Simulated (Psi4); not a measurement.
# C2H3FO (acetyl fluoride) at OMP2/aug-cc-pVDZ (density fitting for correlation)

What is the vertical singlet–triplet gap of C2H3FO (acetyl fluoride) at OMP2/aug-cc-pVDZ (density fitting for correlation)? 

Program for the calculation: Psi4 1.11.

## (1) Starting point

C2H3FO has 7 atoms, charge 0, and is taken as a singlet. SMILES: `CC(=O)F`. Geometry: relaxed at PBE0-D4/def2-TZVP.

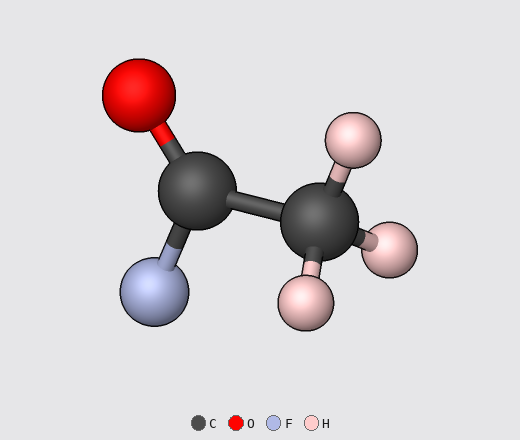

The structure, seen from a chosen angle (carbon dark grey, oxygen red, fluorine light blue, hydrogen pink).

## (2) The energy at OMP2/aug-cc-pVDZ (density fitting for correlation)

c2h3fo.xyz

```xyz
7
C2H3FO
C      0.485310     0.015050     0.443640
C     -0.694890    -0.034350    -0.460580
O     -1.835410    -0.165690    -0.191770
F     -0.310690     0.097630    -1.749400
H      0.165320    -0.091900     1.476660
H      1.180650    -0.783140     0.176830
H      1.009710     0.962410     0.304610
```

job.py

```python
import psi4

psi4.set_memory('1600 MB')
psi4.set_num_threads(1)
psi4.set_output_file('output.dat', False)

with open('c2h3fo.xyz') as f:
    atoms = ''.join(f.readlines()[2:])
geom = psi4.geometry('0 1\n' + atoms + 'symmetry c1')

options = {'basis': 'aug-cc-pVDZ', 'puream': True, 'e_convergence': 1e-09, 'd_convergence': 1e-08, 'scf_type': 'pk', 'num_frozen_docc': 4}
psi4.set_options(options)

energy_value = psi4.energy('omp2', molecule=geom)
print(f'total energy {energy_value:.8f} hartree = {energy_value * 27.211386:.5f} eV')
for k, v in sorted(psi4.core.scalar_variables().items()):
    print(f'{k:45s} {v:18.10f}')
```

On the command line:

```console
$ python job.py
```

output.dat:

```text
[...]
  Running in c1 symmetry.
[...]
  Nuclear repulsion =  119.233300920272825
[...]
  Multiplicity = 1
[...]
  Nalpha       = 16
  Nbeta        = 16
[...]
    Number of basis functions: 119
[...]
   @RHF iter   1:  -251.69533037573322   -6.84644e-01   4.57441e-03 DIIS/ADIIS
[...]
   @RHF iter  12:  -251.83331289605715   -6.73595e-12   4.40653e-09 DIIS
[...]
    Orbital Energies [Eh]
    ---------------------
    Doubly Occupied:
       1A    -26.341583     2A    -20.593087     3A    -11.435817
       4A    -11.273915     5A     -1.661743     6A     -1.440657
       7A     -1.053860     8A     -0.851471     9A     -0.737851
      10A     -0.726224    11A     -0.723250    12A     -0.623370
      13A     -0.608604    14A     -0.589307    15A     -0.533214
      16A     -0.491383
[...]
  @RHF Final Energy:  -251.83331289605715
   => Energetics <=
    Nuclear Repulsion Energy =            119.2333009202728249
    One-Electron Energy =                -582.7625595324800543
    Two-Electron Energy =                 211.6959457161500779
    Total Energy =                       -251.8333128960571514
[...]
 Multipole Moments:
 ------------------------------------------------------------------------------------
     Multipole            Electronic (a.u.)      Nuclear  (a.u.)        Total (a.u.)
 ------------------------------------------------------------------------------------
 L = 1.  Multiply by 2.5417464519 to convert [e a0] to [Debye]
 Dipole X            :         -2.4088786            3.5622939            1.1534153
 Dipole Y            :          0.0522285            0.0173810            0.0696094
 Dipole Z            :         -3.9366335            4.5284685            0.5918350
 Magnitude           :                                                    1.2982608
[...]
	Warning: cc_lambda option is changed to TRUE
	For this residual convergence, default PCG convergence is:     1.00e-07
[...]
	DF-MP2 Total Energy (a.u.)         :  -252.50729950215509
[...]
	DF-MP2 Total Energy (a.u.)         :  -252.51918802616700
[...]
	DF-OMP2 Total Energy (a.u.)        :  -252.51918802615057
[...]
```

On the terminal:

```text
total energy -252.51918803 hartree = -6871.39710 eV
CURRENT CORRELATION ENERGY                         -0.6858751301
CURRENT ENERGY                                   -252.5191880262
CURRENT REFERENCE ENERGY                         -251.8333128961
DD SOLVATION ENERGY                                 0.0000000000
HF KINETIC ENERGY                                 251.5395170531
HF POTENTIAL ENERGY                              -503.3728299492
HF TOTAL ENERGY                                  -251.8333128961
HF VIRIAL RATIO                                     2.0011679908
MP2 CORRELATION ENERGY                             -0.6739866061
MP2 DOUBLES ENERGY                                 -0.6739866061
MP2 SINGLES ENERGY                                  0.0000000000
MP2 TOTAL ENERGY                                 -252.5072995022
NUCLEAR REPULSION ENERGY                          119.2333009203
OMP2 CORRELATION ENERGY                            -0.6858751301
OMP2 REFERENCE CORRECTION ENERGY                    0.0139422919
OMP2 TOTAL ENERGY                                -252.5191880262
ONE-ELECTRON ENERGY                              -582.7625595325
PCM POLARIZATION ENERGY                             0.0000000000
PE ENERGY                                           0.0000000000
SCF ITERATION ENERGY                             -251.8333128961
SCF ITERATIONS                                     12.0000000000
SCF TOTAL ENERGY                                 -251.8333128961
SCS(N)-MP2 CORRELATION ENERGY                     251.8333128961
SCS(N)-MP2 TOTAL ENERGY                             0.0000000000
SCS(N)-OMP2 CORRELATION ENERGY                    251.8333128961
SCS(N)-OMP2 TOTAL ENERGY                            0.0000000000
SCS-MP2 CORRELATION ENERGY                        251.8333128961
SCS-MP2 TOTAL ENERGY                                0.0000000000
SCS-OMP2 CORRELATION ENERGY                       251.8333128961
SCS-OMP2 TOTAL ENERGY                               0.0000000000
SOS-MP2 CORRELATION ENERGY                        251.8333128961
SOS-MP2 TOTAL ENERGY                                0.0000000000
SOS-OMP2 CORRELATION ENERGY                       251.8333128961
SOS-OMP2 TOTAL ENERGY                               0.0000000000
TWO-ELECTRON ENERGY                               211.6959457162
```

It took 59 s on 1 thread of Intel Xeon Platinum 8259CL at 2.50GHz (Skylake/Cascade Lake), shared host; peak memory 0.58 GiB.

## (3) The triplet at the same level

c2h3fo.xyz is that of step 2.

c2h3fo.py

```python
import psi4

psi4.set_memory(1600000000)
psi4.set_num_threads(1)
psi4.core.set_output_file('psi4.out', False)

with open('c2h3fo.xyz') as f:
    atoms = ''.join(f.readlines()[2:])
m = psi4.geometry('0 3\n' + atoms + 'symmetry c1\nno_reorient\nno_com')

psi4.set_options({
    'basis': 'aug-cc-pVDZ',
    'reference': 'uhf',
    'puream': True,
    'e_convergence': 1e-09,
    'd_convergence': 1e-08,
    'scf_type': 'pk',
    'num_frozen_docc': 4,
    'maxiter': 100,
})

e, wfn = psi4.energy('omp2', return_wfn=True)
print('E =', round(e, 9))
```

On the command line:

```console
$ python c2h3fo.py
```

psi4.out:

```text
[...]
  Running in c1 symmetry.
[...]
  Nuclear repulsion =  119.233300920272839
[...]
  Multiplicity = 3
[...]
  Nalpha       = 17
  Nbeta        = 15
[...]
    Number of basis functions: 119
[...]
   @UHF iter   1:  -251.53855193316033   -5.27866e-01   3.20591e-03 ADIIS/DIIS
[...]
   @UHF iter  17:  -251.66408070684426   -6.11067e-12   7.25281e-09 DIIS
[...]
   @S^2 Observed:                2.020008640E+00
[...]
    Orbital Energies [Eh]
    ---------------------
    Alpha Occupied:
       1A    -26.327359     2A    -20.696808     3A    -11.335494
       4A    -11.258825     5A     -1.655566     6A     -1.553940
       7A     -1.039831     8A     -0.873085     9A     -0.801084
      10A     -0.778203    11A     -0.756998    12A     -0.672030
      13A     -0.659169    14A     -0.584931    15A     -0.583189
      16A     -0.564327    17A     -0.274335
    Alpha Virtual:
      18A      0.034769    19A      0.056428    20A      0.059448
      21A      0.074790    22A      0.116874    23A      0.118112
      24A      0.119941    25A      0.148672    26A      0.150277
[...]
  @UHF Final Energy:  -251.66408070684426
   => Energetics <=
    Nuclear Repulsion Energy =            119.2333009202728391
    One-Electron Energy =                -582.6010192909243415
    Two-Electron Energy =                 211.7036376638072568
    Total Energy =                       -251.6640807068442598
  UHF NO Occupations:
  HONO-2 :   15  A 1.9960126
  HONO-1 :   16  A 1.0000000
[...]
 Multipole Moments:
 ------------------------------------------------------------------------------------
     Multipole            Electronic (a.u.)      Nuclear  (a.u.)        Total (a.u.)
 ------------------------------------------------------------------------------------
 L = 1.  Multiply by 2.5417464519 to convert [e a0] to [Debye]
 Dipole X            :         31.2275820          -30.9561517            0.2714304
 Dipole Y            :          0.8799020           -0.8981490           -0.0182470
 Dipole Z            :         29.7564531          -29.1439232            0.6125299
 Magnitude           :                                                    0.6702240
[...]
	Warning: cc_lambda option is changed to TRUE
	For this residual convergence, default PCG convergence is:     1.00e-07
[...]
	DF-SCS-MP2 Total Energy (a.u.)     :  -252.26008845208929
	DF-SOS-MP2 Total Energy (a.u.)     :  -252.25214574410953
[...]
	DF-SCS-OMP2 Total Energy (a.u.)    :  -252.27016091317597
	DF-SOS-OMP2 Total Energy (a.u.)    :  -252.21275485060232
	DF-SCS(N)-OMP2 Total Energy (a.u.) :  -251.94718022501371
[...]
	DF-OMP2 Total Energy (a.u.)        :  -252.29019326585887
[...]
```

Standard output:

```text
E = -252.290193266
```

Run time: 2.4 min. Hardware: 1 thread of Intel Xeon Platinum 8259CL at 2.50GHz (Skylake/Cascade Lake), shared host; peak memory 0.58 GiB.

## (4) Results

At OMP2/aug-cc-pVDZ (density fitting for correlation), 4 core orbitals frozen:

| quantity | value |
| --- | --- |
| singlet: total energy | -252.51919 Eh |
| singlet: HOMO energy (Hartree–Fock orbitals) | -13.37 eV |
| singlet: LUMO energy (Hartree–Fock orbitals) | 0.82 eV |
| singlet: HOMO–LUMO gap (Hartree–Fock orbitals) | 14.19 eV |
| singlet: correlation energy (4 core orbitals frozen) | -685.9 mEh |
| triplet: total energy | -252.29019 Eh |
| triplet: HOMO energy (Hartree–Fock orbitals) (highest over α and β) | -7.47 eV |
| triplet: LUMO energy (Hartree–Fock orbitals) (lowest over α and β) | 0.30 eV |
| triplet: correlation energy (4 core orbitals frozen) | -626.1 mEh |
| triplet: ⟨S²⟩ of the reference determinant | 2.020 |
| vertical energy of the triplet above the singlet | 6.231 eV |

What this shows: At this shape the triplet lies 6.23 eV (144 kcal/mol) above the singlet.
